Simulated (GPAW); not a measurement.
**Collinear magnetic orders of Gd (Gadolinium) with GPAW**

Wanted: the moments of Gd (Gadolinium) and the energy of each order that was tried.

Main program and level: GPAW 26.7.0; PBE with U = 6 eV on Gd f; plane waves with GPAW's PAW setups, scalar-relativistic.

**1. Starting point**

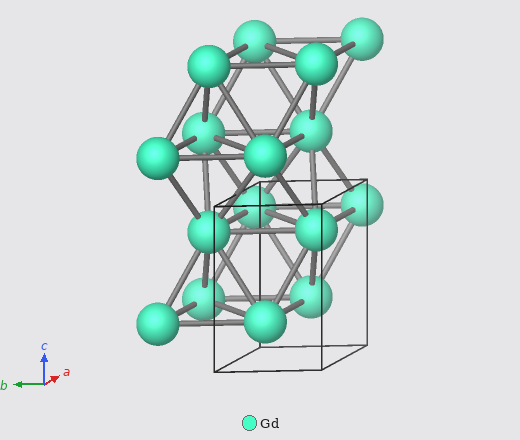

Start, viewed from a free direction; gadolinium teal. 2×2×2 cells are drawn.

**2. Order 1, typed as ferro ++**

The parallel start comes first: it fits the smallest cell, keeps the most symmetry and shows whether parallel moments form. A Hubbard U of customary size acts on the open shell; it was not fitted to this crystal.

Input file order1.py:

```python
import json
import numpy as np
from ase import Atoms
from ase.parallel import paropen, parprint
from gpaw import GPAW

atoms = Atoms(['Gd', 'Gd'],
    cell=[[3.636, 0.0, 0.0],
         [-1.818, 3.14886837, 0.0],
         [0.0, 0.0, 5.7826]],
    scaled_positions=[[0.33333333, 0.66666667, 0.25],
         [0.66666667, 0.33333333, 0.75]],
    pbc=True,
    magmoms=[7.0, 7.0])
atoms.calc = GPAW(mode={'name': 'pw', 'ecut': 700},
    xc='PBE',
    kpts={'size': (10, 10, 6), 'gamma': True},
    occupations={'name': 'fermi-dirac', 'width': 0.05},
    convergence={'density': 1e-05, 'energy': 1e-05},
    maxiter=200,
    setups={'Gd': ':f,6.0'},
    symmetry={'tolerance': 1e-4},
    txt='order1.txt')
e = atoms.get_potential_energy(force_consistent=True)
res = {'free_energy': e, 'energy_sigma0': atoms.get_potential_energy(), 'fermi_energy': atoms.calc.get_fermi_level()}
res['moments'] = atoms.get_magnetic_moments().tolist()
res['total'] = atoms.get_magnetic_moment()
parprint('site moments (muB):', np.round(res['moments'], 3))
parprint(f"total moment: {res['total']:.3f} muB")
parprint(f'free energy: {e:.6f} eV')
atoms.calc.write('order1.gpw')
with paropen('results.json', 'w') as f:
    json.dump(res, f)
```

On the command line:

```
$ OMP_NUM_THREADS=1 mpirun -n 4 gpaw python order1.py > order1.log
```

Numbers of over 12 decimals in the logs are rounded to 6 here.

Output:

```text
site moments (muB): [7.131 7.131]
total moment: 15.527 muB
free energy: -27.399380 eV

--- order1.txt ---
Input parameters:
  mode=PW(ecut=700),
  convergence={'density': 1e-05, 'energy': 1e-05},
  kpts=MonkhorstPack(size=(10, 10, 6), gamma=True),
  maxiter=200,
  occupations=Occupations(name='fermi-dirac', width=0.05),
  setups={'Gd': ':f,6.0'},
  symmetry=Symmetry(tolerance=0.0001),
  xc=XC(name='PBE')

Diagonalizing LCAO Hamiltonian
Converting LCAO to pw mode

           Gd

        Gd

Atoms  # Å, Bohr magnetons
|   | symbol |         x |        y |        z |    initial magnetic moments |
|---|--------|-----------|----------|----------|-----------------------------|
| 0 |     Gd | -0.000000 | 2.099246 | 1.445650 | ( 0.0000,  0.0000,  7.0000) |
| 1 |     Gd |  1.818000 | 1.049623 | 4.336950 | ( 0.0000,  0.0000,  7.0000) |

Unit cell  # Å
| periodic |         x |        y |        z |  lengths |     angles |
|----------|-----------|----------|----------|----------|------------|
|      yes |  3.636000 | 0.000000 | 0.000000 | 3.636000 |  90.000000 |
|      yes | -1.818000 | 3.148868 | 0.000000 | 3.636000 |  90.000000 |
|      yes |  0.000000 | 0.000000 | 5.782600 | 5.782600 | 120.000000 |

Number of symmetries: 12

BZ-sampling:
  Number of BZ points: 600
  Number of IBZ points: 72

  Monkhorst-Pack size: [10, 10, 6]
  Monkhorst-Pack shift: [0.05, 0.05, 0.083333]

K-points  # in reciprocal-cell coordinates
|     |                                coordinates |     weight |
|-----|--------------------------------------------|------------|
|   0 | (  0.00000000,   0.00000000,   0.00000000) | 0.00166667 |
|   1 | (  0.00000000,   0.00000000,   0.16666667) | 0.00333333 |
|   2 | (  0.00000000,   0.00000000,   0.33333333) | 0.00333333 |
|   3 | (  0.00000000,   0.00000000,   0.50000000) | 0.00166667 |
|   4 | (  0.10000000,   0.00000000,  -0.33333333) | 0.01000000 |
|   5 | (  0.10000000,   0.00000000,  -0.16666667) | 0.01000000 |
|   6 | (  0.10000000,   0.00000000,   0.00000000) | 0.01000000 |
|   7 | (  0.10000000,   0.00000000,   0.16666667) | 0.01000000 |
|   8 | (  0.10000000,   0.00000000,   0.33333333) | 0.01000000 |
|   9 | (  0.10000000,   0.00000000,   0.50000000) | 0.01000000 |
| ... |                                            |            |
|  71 | (  0.50000000,   0.50000000,   0.50000000) | 0.00500000 |

Plane wave coefficients: 2805
Cutoff: 700.0 eV

Spin-components: 2 (collinear spins)
Bands:           34
Projectors:      16
Spin-degeneracy: 1
Datatype:        complex128

Parallelization:
  kpt:    4
  domain: 1
  band:   1

Density:
  Valence electrons: 36.0
  Components: 2
  Grid points: [24 24 36]
  Charge: 0.0  # |e|

Potential:
  Grid points: [24 24 36]

species:
  Gd:
    name:    Gadolinium
    Z:       64.0
    valence: 18
    core:    46
    charge:  0.0  # [|e|]
    Hubbard: {U: 6.0,  # eV
              l: 3,
              scale: True}
    compensation charges:
      type: gauss
      rc: 0.35  # [Å]
      lmax: 2
    cutoffs:
      filter: 1.17  # [Å]
      core: 1.83  # [Å]
    projectors
    | kind |    occ | energy [eV] | rcut [Å] |
    |------|--------|-------------|----------|
    |   5s |  2.000 |     -49.740 |    1.164 |
    |   6s |  2.000 |      -4.126 |    1.164 |
    |   5p |  6.000 |     -27.264 |    1.164 |
    |   6p |  0.000 |      -1.333 |    1.164 |
    |   5d |  1.000 |      -2.532 |    1.164 |
    |   4f |  7.000 |      -8.689 |    1.164 |
    |    d |        |      24.679 |    1.164 |
    |    f |        |      18.522 |    1.164 |

    Using partial waves for Gd as LCAO basis

Reference energy: -613403.147850  # eV

eigensolver:
  PPCG
  Converge bands: occupied
  niter=2

density mixing:
  MSR1-Mixer
  Pratt-step length: 0.05
  Maximum mixing coefficient: 0.75
  Old densities: 10
  SVD Regularization: 0.005
  Good broyden scale: 1.0
  Trust region scale: 1.0
  Backstep threshold: 4.0
  History deletion threshold: 6.0
  Fourier metric: weight=20.0, sigma=0.015

occupation numbers:
  Fermi-Dirac:
    width: 0.0500  # eV

poisson solver:
  ecut: 5600.0  # eV

xc functional:
  name: PBE with 2 nearest neighbor stencil

convergence criteria:
- Maximum integral of absolute [dens]ity change: 1e-05 electrons / valence electron
- Maximum [total energy] change in last 3 cyles: 1e-05 eV / valence electron
- Maximum integral of absolute [eigenst]ate change: 4e-08 eV^2 / valence electron
maximum number of iterations: 200

SCF iterations
|iter     |      energy | eigst |  dens |  magmom |
|---------|-------------|-------|-------|---------|
|iter:   1|       0s |  -36.691769 | -0.01 |       | +14.0045|
|iter:   2|       4s |  -33.576827 | -1.20 | -0.76 | +14.0300|
|iter:   3|       8s |  -28.811281 | -0.44 | -0.86 | +14.4806|
|iter:   4|      13s |  -27.344430 | -0.62 | -1.11 | +15.0730|
|iter:   5|      17s |  -27.443692 | -1.48 | -1.54 | +15.3828|
|iter:   6|      21s |  -27.411883 | -2.85 | -1.66 | +15.4472|
|iter:   7|      25s |  -27.392982 | -2.81 | -1.97 | +15.4726|
|iter:   8|      30s |  -27.392795 | -4.04 | -2.51 | +15.4941|
|iter:   9|      34s |  -27.393030c| -4.57 | -2.81 | +15.5161|
|iter:  10|      38s |  -27.393069c| -4.90 | -3.39 | +15.5215|
|iter:  11|      42s |  -27.393076c| -5.02 | -3.63 | +15.5271|
|iter:  12|      46s |  -27.393075c| -6.93 | -4.31 | +15.5266|
|iter:  13|      51s |  -27.393073c| -7.05 | -4.64 | +15.5266|
|iter:  14|      53s |  -27.393073c| -8.32c| -5.25c| +15.5265|

Converged in 14 steps
Energy contributions relative to reference atoms: (reference = -613403.147850)

Energy contributions:
  Kinetic:          75.070270
  Coulomb:         -65.247883
  Zero:             -0.993675
  External:          0.000000
  Xc:              -36.215478
  Entropy:          -0.012615
  Spinorbit:         0.000000
  ----------------------------
  Free energy:     -27.399380
  Extrapolated:    -27.393073

dipole moment: (-0.000000, -0.000000, -0.000001)  # |e|*Ang

Total magnetic moment: (0.000000, 0.000000, 15.526511)

Local magnetic moments
|        x |        y |        z |
|----------|----------|----------|
| 0.000000 | 0.000000 | 7.131001 |  # Gd   0
| 0.000000 | 0.000000 | 7.131001 |  # Gd   1

Fermi level: 8.758
Eigenvalues  # (at kpt = [0.000, 0.000, 0.000])
| band index |      eig [eV] | occ [0-1] |      eig [eV] | occ [0-1] |
|------------|---------------|-----------|---------------|-----------|
|          0 |       -36.751 |     1.000 |       -33.485 |     1.000 |
|        ... |               |           |               |           |
|          9 |         0.829 |     1.000 |         7.269 |     1.000 |
|         10 |         0.837 |     1.000 |        10.534 |     0.000 |
|         11 |         0.868 |     1.000 |        10.995 |     0.000 |
|         12 |         0.868 |     1.000 |        10.995 |     0.000 |
|         13 |         0.871 |     1.000 |        11.125 |     0.000 |
|         14 |         0.871 |     1.000 |        11.577 |     0.000 |
|         15 |         0.884 |     1.000 |        11.577 |     0.000 |
|         16 |         0.884 |     1.000 |        11.821 |     0.000 |
|         17 |         0.885 |     1.000 |        11.821 |     0.000 |
|         18 |         0.917 |     1.000 |        11.875 |     0.000 |
|         19 |         0.917 |     1.000 |        11.920 |     0.000 |
|         20 |         0.939 |     1.000 |        11.990 |     0.000 |
|         21 |         0.943 |     1.000 |        11.990 |     0.000 |
|         22 |         3.597 |     1.000 |        12.062 |     0.000 |
|         23 |         6.167 |     1.000 |        12.401 |     0.000 |
|         24 |         9.688 |     0.000 |        12.414 |     0.000 |
|        ... |               |           |               |           |
|         33 |        13.327 |     0.000 |        14.714 |     0.000 |

No gap
No difference between direct/indirect transitions
```

Run time: 65 s. Hardware: 4 MPI ranks of Intel Xeon Platinum 8488C (Sapphire Rapids), shared host; peak memory 1.2 GiB; 4.3 min of CPU time.

Spin moment in the augmentation sphere by atom:

```tsv
atom	spin moment in the augmentation sphere (μB)
Gd1	7.13
Gd2	7.13
```

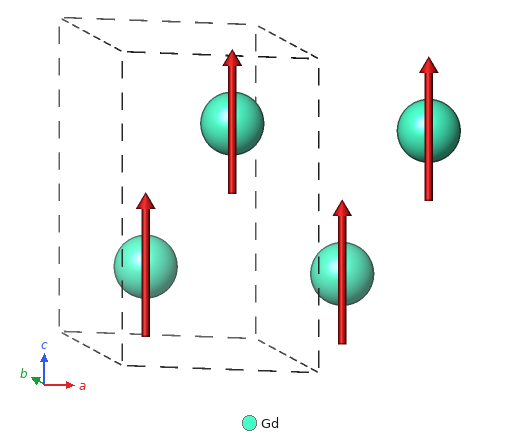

Spin moment in the augmentation sphere as arrows, the longest 7.13 μB. Up and down stand for the sign. Arrows give size and sign along the axis of quantisation, drawn up and down the page. 2×1×1 cells are drawn.

Read from the output:

* magnetization: 15.53 μB
* final state: ferromagnetic

After 14 cycles the largest moment stands at 7.13 μB.

**3. Run 2 (antiferro +-)**

Another pattern of signs weighs the neighbour shells otherwise.

order2.py is the script of step 2 with these lines changed:

```diff
@@ -13,3 +13,3 @@
     pbc=True,
-    magmoms=[7.0, 7.0])
+    magmoms=[7.0, -7.0])
 atoms.calc = GPAW(mode={'name': 'pw', 'ecut': 700},
@@ -22,3 +22,3 @@
     symmetry={'tolerance': 1e-4},
-    txt='order1.txt')
+    txt='order2.txt')
 e = atoms.get_potential_energy(force_consistent=True)
@@ -30,3 +30,3 @@
 parprint(f'free energy: {e:.6f} eV')
-atoms.calc.write('order1.gpw')
+atoms.calc.write('order2.gpw')
 with paropen('results.json', 'w') as f:
```

On the command line:

```
$ OMP_NUM_THREADS=1 mpirun -n 4 gpaw python order2.py > order2.log
```

Output:

```text
site moments (muB): [ 7.096 -7.096]
total moment: -0.000 muB
free energy: -27.332113 eV

--- order2.txt ---
Input parameters:
  mode=PW(ecut=700),
  convergence={'density': 1e-05, 'energy': 1e-05},
  kpts=MonkhorstPack(size=(10, 10, 6), gamma=True),
  maxiter=200,
  occupations=Occupations(name='fermi-dirac', width=0.05),
  setups={'Gd': ':f,6.0'},
  symmetry=Symmetry(tolerance=0.0001),
  xc=XC(name='PBE')

Diagonalizing LCAO Hamiltonian
Converting LCAO to pw mode

           Gd

        Gd

Atoms  # Å, Bohr magnetons
|   | symbol |         x |        y |        z |    initial magnetic moments |
|---|--------|-----------|----------|----------|-----------------------------|
| 0 |     Gd | -0.000000 | 2.099246 | 1.445650 | ( 0.0000,  0.0000,  7.0000) |
| 1 |     Gd |  1.818000 | 1.049623 | 4.336950 | ( 0.0000,  0.0000, -7.0000) |

Unit cell  # Å
| periodic |         x |        y |        z |  lengths |     angles |
|----------|-----------|----------|----------|----------|------------|
|      yes |  3.636000 | 0.000000 | 0.000000 | 3.636000 |  90.000000 |
|      yes | -1.818000 | 3.148868 | 0.000000 | 3.636000 |  90.000000 |
|      yes |  0.000000 | 0.000000 | 5.782600 | 5.782600 | 120.000000 |

Number of symmetries: 6

BZ-sampling:
  Number of BZ points: 600
  Number of IBZ points: 72

  Monkhorst-Pack size: [10, 10, 6]
  Monkhorst-Pack shift: [0.05, 0.05, 0.083333]

Plane wave coefficients: 2805
Cutoff: 700.0 eV

Spin-components: 2 (collinear spins)
Bands:           26
Projectors:      16
Spin-degeneracy: 1
Datatype:        complex128

Parallelization:
  kpt:    4
  domain: 1
  band:   1

Density:
  Valence electrons: 36.0
  Components: 2
  Grid points: [24 24 36]
  Charge: 0.0  # |e|

Potential:
  Grid points: [24 24 36]

[... setups left out ...]
Reference energy: -613403.147850  # eV

eigensolver:
  PPCG
  Converge bands: occupied
  niter=2

density mixing:
  MSR1-Mixer
  Pratt-step length: 0.05
  Maximum mixing coefficient: 0.75
  Old densities: 10
  SVD Regularization: 0.005
  Good broyden scale: 1.0
  Trust region scale: 1.0
  Backstep threshold: 4.0
  History deletion threshold: 6.0
  Fourier metric: weight=20.0, sigma=0.015

occupation numbers:
  Fermi-Dirac:
    width: 0.0500  # eV

poisson solver:
  ecut: 5600.0  # eV

xc functional:
  name: PBE with 2 nearest neighbor stencil

convergence criteria:
- Maximum integral of absolute [dens]ity change: 1e-05 electrons / valence electron
- Maximum [total energy] change in last 3 cyles: 1e-05 eV / valence electron
- Maximum integral of absolute [eigenst]ate change: 4e-08 eV^2 / valence electron
maximum number of iterations: 200

SCF iterations
|iter     |      energy | eigst |  dens |  magmom |
|---------|-------------|-------|-------|---------|
|iter:   1|       0s |  -36.696421 | +1.09 |       |  +0.0000|
|iter:   2|       3s |  -33.506015 | -0.80 | -0.76 |  -0.0000|
|iter:   3|       7s |  -28.836701 | -0.30 | -0.88 |  +0.0000|
|iter:   4|      10s |  -27.270473 | -0.43 | -1.12 |  +0.0000|
|iter:   5|      13s |  -27.379126 | -1.08 | -1.54 |  -0.0000|
|iter:   6|      17s |  -27.345642 | -2.27 | -1.63 |  -0.0000|
|iter:   7|      20s |  -27.321400 | -2.46 | -1.92 |  +0.0000|
|iter:   8|      23s |  -27.320805 | -3.25 | -2.44 |  -0.0000|
|iter:   9|      27s |  -27.321017 | -3.54 | -2.74 |  +0.0000|
|iter:  10|      30s |  -27.321097c| -4.35 | -3.35 |  -0.0000|
|iter:  11|      33s |  -27.321142c| -4.83 | -3.60 |  +0.0000|
|iter:  12|      36s |  -27.321156c| -5.40 | -4.04 |  -0.0000|
|iter:  13|      39s |  -27.321158c| -6.35 | -4.60 |  +0.0000|
|iter:  14|      41s |  -27.321158c| -7.65c| -5.27c|  -0.0000|

Converged in 14 steps
Energy contributions relative to reference atoms: (reference = -613403.147850)

Energy contributions:
  Kinetic:          74.146308
  Coulomb:         -64.379560
  Zero:             -0.992173
  External:          0.000000
  Xc:              -36.084777
  Entropy:          -0.021911
  Spinorbit:         0.000000
  ----------------------------
  Free energy:     -27.332113
  Extrapolated:    -27.321158

dipole moment: (-0.000000, -0.000000, -0.000001)  # |e|*Ang

Total magnetic moment: (0.000000, 0.000000, -0.000000)

Local magnetic moments
|        x |        y |         z |
|----------|----------|-----------|
| 0.000000 | 0.000000 |  7.096226 |  # Gd   0
| 0.000000 | 0.000000 | -7.096226 |  # Gd   1

Fermi level: 8.722
Eigenvalues  # (at kpt = [0.000, 0.000, 0.000])
| band index |      eig [eV] | occ [0-1] |      eig [eV] | occ [0-1] |
|------------|---------------|-----------|---------------|-----------|
|          0 |       -36.675 |     1.000 |       -36.675 |     1.000 |
|        ... |               |           |               |           |
|          9 |         0.900 |     1.000 |         0.900 |     1.000 |
|         10 |         0.915 |     1.000 |         0.915 |     1.000 |
|         11 |         0.915 |     1.000 |         0.915 |     1.000 |
|         12 |         0.937 |     1.000 |         0.937 |     1.000 |
|         13 |         0.937 |     1.000 |         0.937 |     1.000 |
|         14 |         0.975 |     1.000 |         0.975 |     1.000 |
|         15 |         4.004 |     1.000 |         4.004 |     1.000 |
|         16 |         6.717 |     1.000 |         6.717 |     1.000 |
|         17 |        10.120 |     0.000 |        10.120 |     0.000 |
|         18 |        10.153 |     0.000 |        10.153 |     0.000 |
|         19 |        10.153 |     0.000 |        10.153 |     0.000 |
|         20 |        10.726 |     0.000 |        10.726 |     0.000 |
|         21 |        11.447 |     0.000 |        11.447 |     0.000 |
|         22 |        11.448 |     0.000 |        11.448 |     0.000 |
|         23 |        11.519 |     0.000 |        11.519 |     0.000 |
|         24 |        11.519 |     0.000 |        11.519 |     0.000 |
|         25 |        12.356 |     0.000 |        12.356 |     0.000 |

No gap
No difference between direct/indirect transitions
```

Wall time 50 s (4 MPI ranks); peak memory 1.1 GiB; 3.3 min of CPU time.

Spin moment in the augmentation sphere by atom:

```tsv
atom	spin moment in the augmentation sphere (μB)
Gd1	7.10
Gd2	-7.10
```

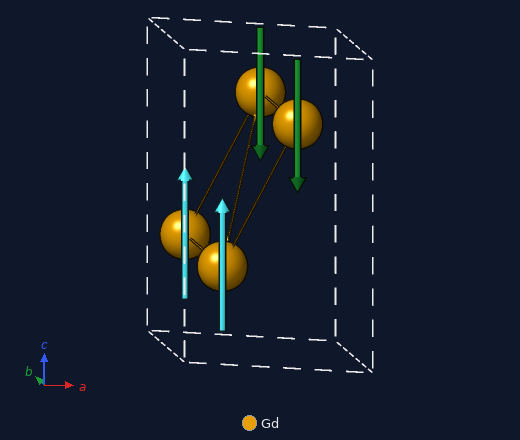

Spin moment in the augmentation sphere as arrows, the longest 7.10 μB. Up and down stand for the sign. Arrows give size and sign along the axis of quantisation, drawn up and down the page. The two directions have two colours. 1×2×1 cells are drawn.

This step gave:

```
magnetization : 0 μB
final state   : antiferromagnetic
```

It lies 33.6 meV a seeded atom over the first start, and its largest moment is 7.10 μB against 7.13 μB.

**4. Run 3 (antiferro q=(0,0,1/2) +-+-)**

Another pattern of signs weighs the neighbour shells otherwise.

The cell is doubled to 4 atoms to hold this order. Its mesh is chosen so that both cells sample the same points.

Input file order3.py:

```python
import json
import numpy as np
from ase import Atoms
from ase.parallel import paropen, parprint
from gpaw import GPAW

atoms = Atoms(['Gd', 'Gd', 'Gd', 'Gd'],
    cell=[[3.636, 0.0, 0.0],
         [-1.818, 3.14886837, 0.0],
         [0.0, 0.0, 11.5652]],
    scaled_positions=[[0.33333333, 0.66666667, 0.125],
         [0.33333333, 0.66666667, 0.625],
         [0.66666667, 0.33333333, 0.375],
         [0.66666667, 0.33333333, 0.875]],
    pbc=True,
    magmoms=[7.0, -7.0, 7.0, -7.0])
atoms.calc = GPAW(mode={'name': 'pw', 'ecut': 700},
    xc='PBE',
    kpts={'size': (10, 10, 3), 'gamma': True},
    occupations={'name': 'fermi-dirac', 'width': 0.05},
    convergence={'density': 1e-05, 'energy': 1e-05},
    maxiter=200,
    setups={'Gd': ':f,6.0'},
    symmetry={'tolerance': 1e-4},
    txt='order3.txt')
e = atoms.get_potential_energy(force_consistent=True)
res = {'free_energy': e, 'energy_sigma0': atoms.get_potential_energy(), 'fermi_energy': atoms.calc.get_fermi_level()}
res['moments'] = atoms.get_magnetic_moments().tolist()
res['total'] = atoms.get_magnetic_moment()
parprint('site moments (muB):', np.round(res['moments'], 3))
parprint(f"total moment: {res['total']:.3f} muB")
parprint(f'free energy: {e:.6f} eV')
atoms.calc.write('order3.gpw')
with paropen('results.json', 'w') as f:
    json.dump(res, f)
```

On the command line:

```
$ OMP_NUM_THREADS=1 mpirun -n 4 gpaw python order3.py > order3.log
```

Output:

```text
site moments (muB): [ 7.123 -7.123  7.123 -7.123]
total moment: -0.000 muB
free energy: -54.720196 eV

--- order3.txt ---
Input parameters:
  mode=PW(ecut=700),
  convergence={'density': 1e-05, 'energy': 1e-05},
  kpts=MonkhorstPack(size=(10, 10, 3), gamma=True),
  maxiter=200,
  occupations=Occupations(name='fermi-dirac', width=0.05),
  setups={'Gd': ':f,6.0'},
  symmetry=Symmetry(tolerance=0.0001),
[...]
|         29 |         0.947 |     1.000 |         0.947 |     1.000 |
[...]
|         39 |        10.115 |     0.000 |        10.115 |     0.000 |
|         40 |        10.187 |     0.000 |        10.187 |     0.000 |
|         41 |        10.863 |     0.000 |        10.863 |     0.000 |
|        ... |               |           |               |           |
|         47 |        11.630 |     0.000 |        11.630 |     0.000 |

No gap
No difference between direct/indirect transitions

[key lines of the parts left out:]
Free energy:     -54.720196
Converged in 27 steps
dipole moment: (-0.000000, -0.000001, 0.000012)  # |e|*Ang
Fermi level: 8.787
```

Run time: 2.9 min. Hardware: 4 MPI ranks; peak memory 1.5 GiB.

Spin moment in the augmentation sphere by atom:

```tsv
atom	spin moment in the augmentation sphere (μB)
Gd1	7.12
Gd2	-7.12
Gd3	7.12
Gd4	-7.12
```

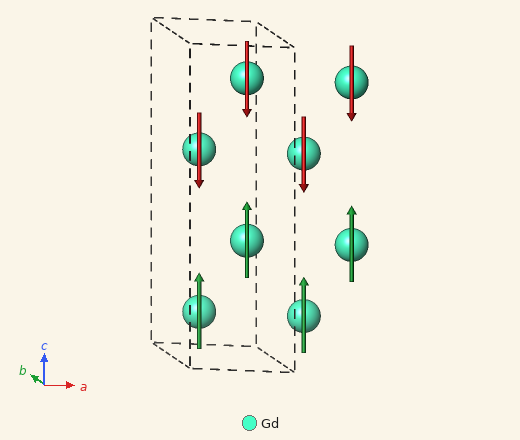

Spin moment in the augmentation sphere as arrows, the longest 7.12 μB. Up and down stand for the sign. Arrows give size and sign along the axis of quantisation, drawn up and down the page. The two directions have two colours. 2×1×1 cells are drawn.

This step gave:

```
magnetization : 0 μB
final state   : antiferromagnetic
```

It lies 19.6 meV a seeded atom over the first start, and its largest moment is 7.12 μB against 7.13 μB.

[end of part 1 of 2]

[Logs and program files are shortened in this print: banners, set-up blocks, solver, clock and traceback lines can be left out without a mark of their own.]

[Logs are printed without paths, hosts, clocks, repeated set-up lines and the standing remarks that a program may print on its own settings, such as how far it seeks lower states.]

[Hosts, paths, dates, database ids (printed as entryN), source tags and the programs' standing remarks are cut or masked in the printed files.]

[Where a cell is said to come from a database of computed structures, the database is the Materials Project.]
